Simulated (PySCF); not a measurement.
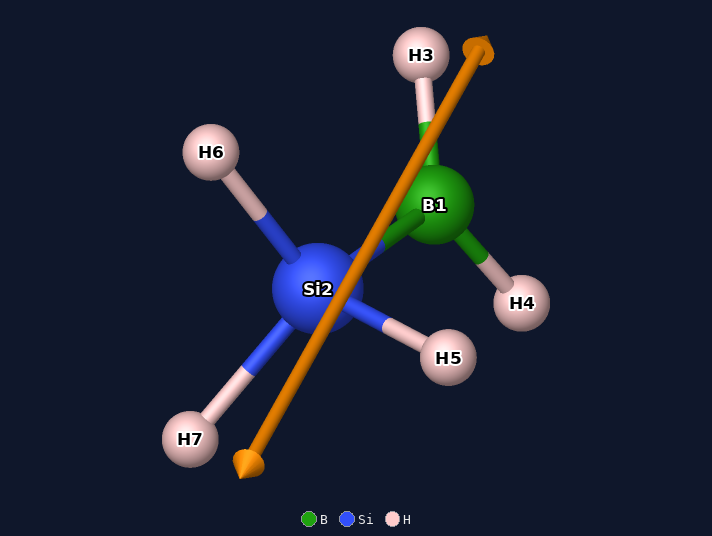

The double arrow shows the direction of the transition dipole to excited singlet state 4 (its length means nothing). Computed geometry: GFN2-xTB optimisation. No frequency run is at hand to confirm it as a minimum. Method: TDDFT PBE0/def2-SVPD, vertical, gas phase, core orbitals frozen in the response (PySCF 2.14.0).

Question. Give its energy, strength and character.

Answer. 6.17 eV (201 nm), oscillator strength 0.081, mainly HOMO−2 → LUMO (weight 0.97); transition dipole 1.86 D.

The geometry is semi-empirical. Around B, Si such bond lengths and angles can be off by a tenth of an ångström or more and by several degrees, and values that hang on the shape move with them.
